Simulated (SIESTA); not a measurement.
Band structure of Hf5ZnSb3 (P6_3/mcm, 18 atoms in the cell).

```
Hf5ZnSb3
1.0
    8.68539     0.00000     0.00000
   -4.34270     7.52177     0.00000
    0.00000     0.00000     5.83034
Hf Zn Sb
10 2 6
Direct
  0.73223   0.73223   0.25000
  0.26777   0.26777   0.75000
  0.00000   0.73223   0.75000
  0.00000   0.26777   0.25000
  0.26777   0.00000   0.25000
  0.73223   0.00000   0.75000
  0.33333   0.66667   0.50000
  0.66667   0.33333   0.50000
  0.66667   0.33333   0.00000
  0.33333   0.66667   0.00000
  0.00000   0.00000   0.00000
  0.00000   0.00000   0.50000
  0.38669   0.00000   0.75000
  0.61331   0.00000   0.25000
  0.38669   0.38669   0.25000
  0.61331   0.61331   0.75000
  0.00000   0.38669   0.75000
  0.00000   0.61331   0.25000
```

Method of the run: SIESTA 5.4.2 with LDA PW92, numerical atomic orbitals TZP, PseudoDojo LDA standard norm-conserving potentials (rewritten from UPF to PSML).

Settings: XC.functional = LDA; XC.authors = PW92; potentials = PseudoDojo LDA standard; PAO.BasisSize = TZP; PAO.EnergyShift = 0.005 Ry; MeshCutoff = 400 Ry; kgrid.MonkhorstPack = 4 4 5; OccupationFunction = FD; ElectronicTemperature = 0.1 eV; MaxSCFIterations = 150; SCF.Mixer.Method = Pulay; SCF.Mixer.Weight = 0.1; SCF.Mixer.History = 6; SCF.DM.Tolerance = 1.0E-04.

The starting cell comes from a database of computed structures (which also holds hypothetical and non-ambient phases and stackings), without a prior relaxation at this level. Its lattice was rescaled by a random factor within 2.5 % of one. Spin-orbit coupling is off. Values carry the incompleteness of an atom-centred basis.

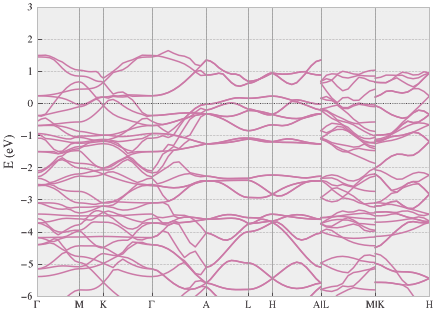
Fig. 1. Bands along the path, energies from the Fermi level.

Levels in eV from the Fermi level, bands 122 to 127:
```csv
point,122,123,124,125,126,127
Γ,-0.70,-0.70,-0.57,-0.39,-0.39,0.23
M,-1.03,-0.88,-0.59,-0.12,-0.06,0.43
K,-1.00,-1.00,-0.08,-0.08,0.19,0.19
A,-0.33,-0.22,-0.22,-0.04,-0.04,0.87
L,-0.23,-0.19,-0.19,0.15,0.15,0.62
H,-0.36,-0.36,-0.36,0.21,0.21,0.93
```

Bands cross the Fermi level along this path, so the cell is metallic at this level.

Higher empty bands are left out: an atom-centred basis made for the valence describes them poorly.
